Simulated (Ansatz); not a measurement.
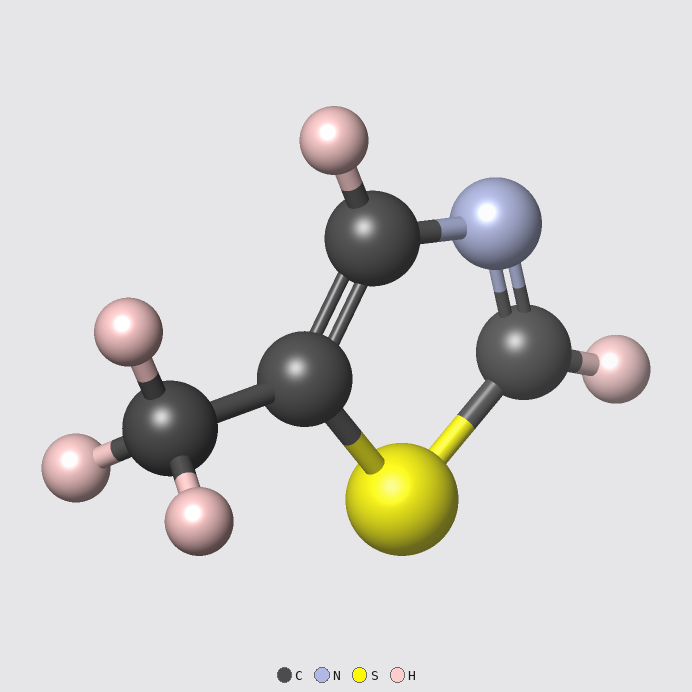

Description:

Formula C₄H₅NS. SMILES: `Cc1cncs1`. Independent rings (smallest set): 1 of 5 members, 1 of them aromatic. The point group is Cs. Coordination: 1 C tetrahedral; 3 C trigonal planar; 1 N bent; 1 S bent.

More results for the same structure follow; atom numbers are the same in all pictures, views and colours differ. Computed geometry: PBE0-D4/def2-TZVP optimisation.

Geometry

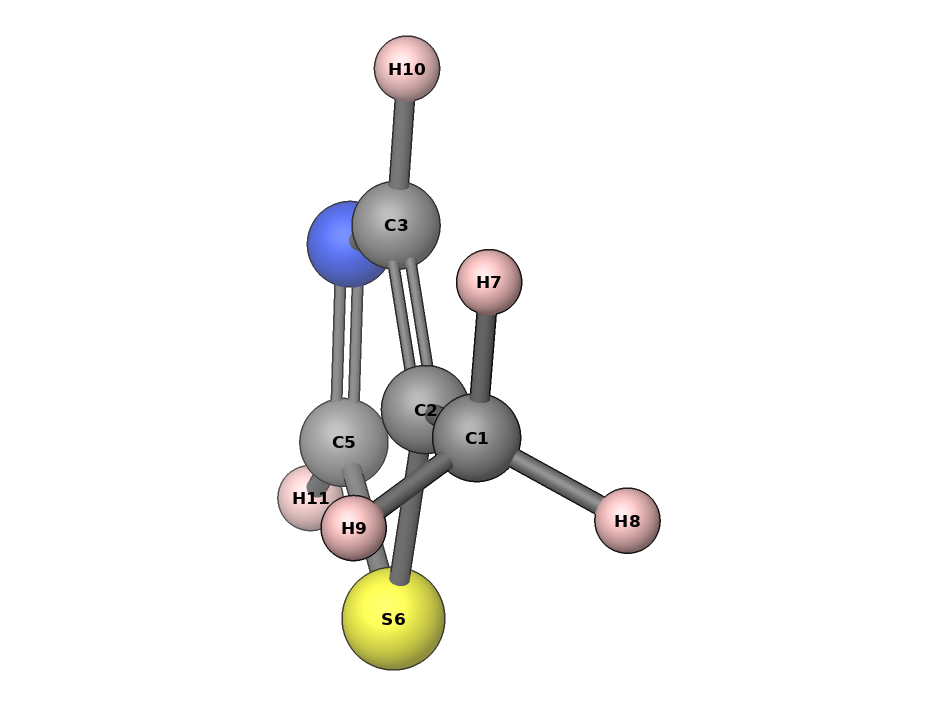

C2 lies behind C1. The molecule seen a little off the C1–C2 bond, C1 in front. Distant atoms are faded towards the background colour.

Question: What is the torsion angle H7–C1–C2–S6? The sign is positive where the front bond must turn clockwise to cover the back bond.

Answer: 180°, antiperiplanar (anti).

Levels of theory compared

Program: Ansatz 0.2.0.

Compare HOMO–LUMO gap (eV), HOMO energy (eV) at these levels: B3LYP-D4/def2-TZVPP; B97M-V/def2-TZVPP; BHLYP-D4/def2-TZVPP; PBE0-D4/def2-SVP; r2SCANh-D4/def2-TZVPP; ωB97M-V/def2-QZVPP; ωB97X-V/def2-TZVPP.

| level | HOMO–LUMO gap (eV) | HOMO energy (eV) |
| --- | --- | --- |
| B3LYP-D4/def2-TZVPP | 5.92 | −6.81 |
| B97M-V/def2-TZVPP | 4.77 | −6.14 |
| BHLYP-D4/def2-TZVPP | 8.22 | −7.87 |
| PBE0-D4/def2-SVP | 6.48 | −7.03 |
| r2SCANh-D4/def2-TZVPP | 5.46 | −6.56 |
| ωB97M-V/def2-QZVPP | 10.46 | −9.16 |
| ωB97X-V/def2-TZVPP | 10.69 | −9.24 |

Dipole moment

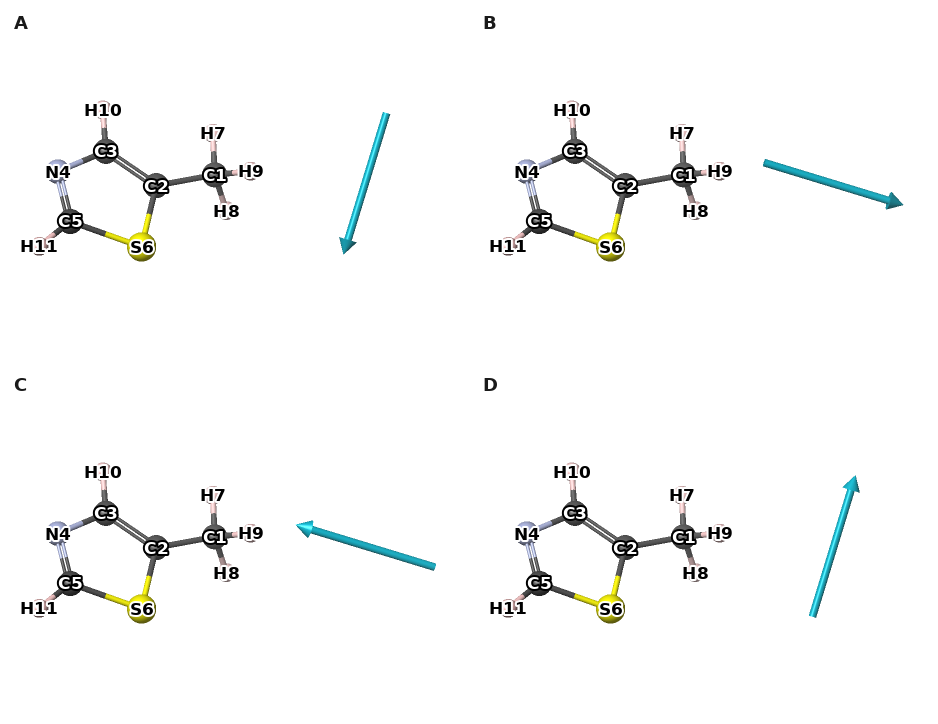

The same molecule four times, each with an arrow. Level of theory: RKS ωB97M-V/def2-TZVPP (Ansatz 0.2.0).

Question: Which arrow points along the dipole moment, from the negative to the positive end?

Answer: B. The dipole moment is 2.09 D; it points from the side of N4, H11 to the side of H8, H9 (the outermost atoms at the two ends).

Charges

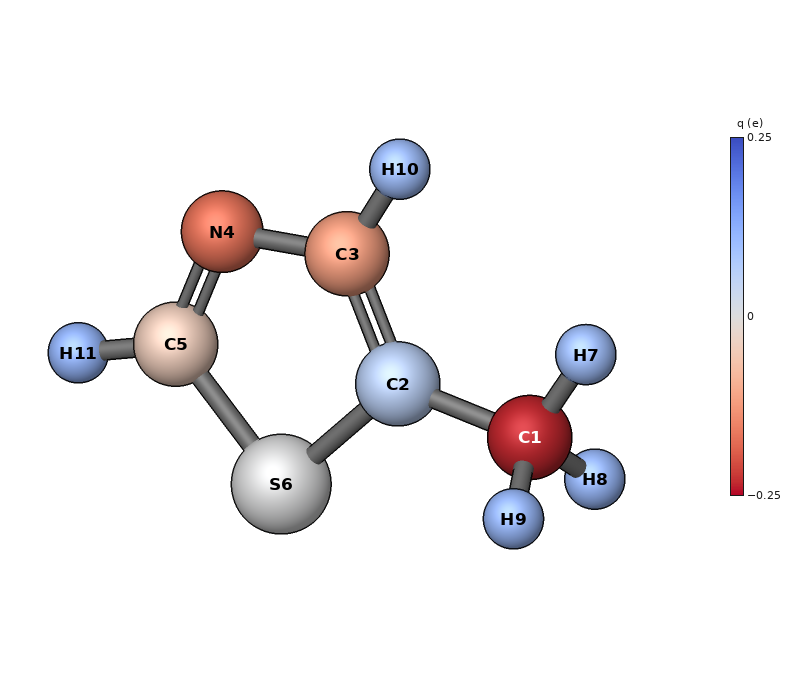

Atoms are coloured by their Mulliken charges. Level of theory: RKS PBE-D4/def2-TZVPP (Ansatz 0.2.0).

List the Mulliken charges.

```tsv
atom	value (e)
C1	−0.23
C2	0.06
C3	−0.12
N4	−0.17
C5	−0.04
S6	0.00
H7	0.09
H8	0.10
H9	0.10
H10	0.09
H11	0.11
```

Mulliken values depend strongly on the basis set and can even reverse the polarity of a bond.
